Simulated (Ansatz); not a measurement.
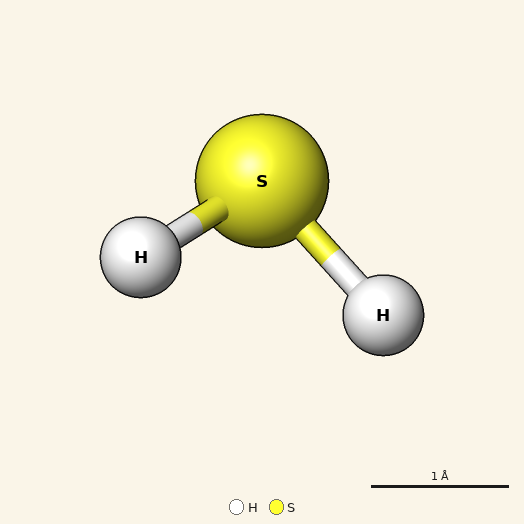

The picture shows a molecular structure as a ball-and-stick model. Every bond is drawn as one stick, whatever its order.

What is the molecular formula?

Answer. H2S, 3 atoms: 2 hydrogen and 1 sulfur.

Give the symmetry (Schoenflies symbol).

Answer. C2v.

More results for the same structure follow; atom numbers are the same in all pictures, views and colours differ. The computed structure is the end point of a PBE0-D4/def2-TZVP optimisation.

Vibrations

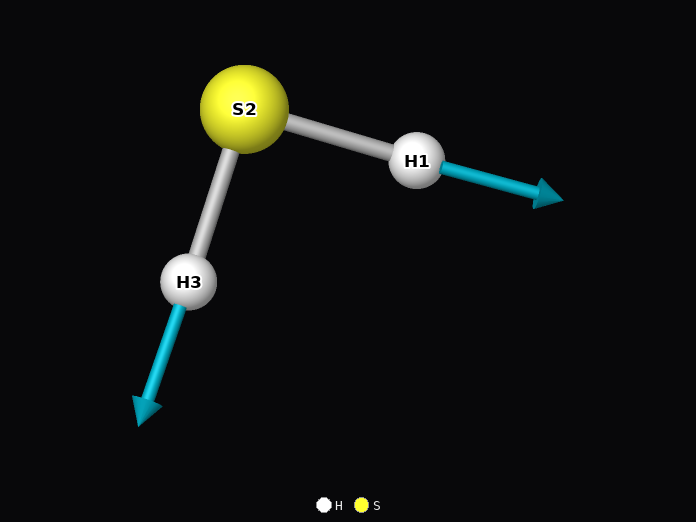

The arrows show one normal mode. Harmonic vibrations computed with RKS PBE0-D4/def2-TZVP (Ansatz 0.2.0) at a stationary point of the same level.

What kind of motion is it?

Answer. Mostly in-phase stretching of 2 S–H bonds.

At what wavenumber does it lie?

Answer. 2724 cm⁻¹; it is mode 2 of 3 counted from the lowest.

Dipole moment

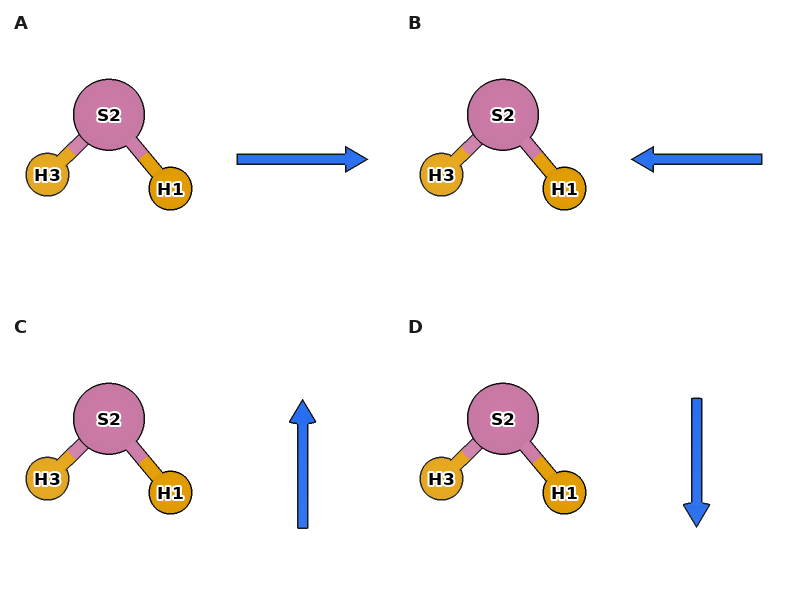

The same molecule four times, each with an arrow. Method: RKS PBE0-D4/def2-TZVP (Ansatz 0.2.0).

Which arrow points along the dipole moment, from the negative to the positive end?

Answer. D. The dipole moment is 1.16 D; it points from the side of S2 to the side of H1, H3 (the outermost atoms at the two ends).

Charges

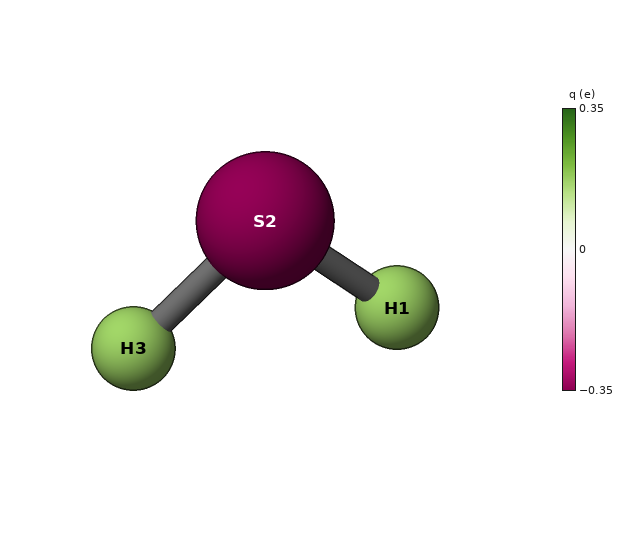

Atoms are coloured by their Mulliken charges. Level of theory: RKS PBE0-D4/def2-TZVP (Ansatz 0.2.0).

List the Mulliken charges.

| atom | value (e) |
| --- | --- |
| H1 | 0.17 |
| S2 | −0.35 |
| H3 | 0.17 |

Mulliken values depend strongly on the basis set and can even reverse the polarity of a bond.
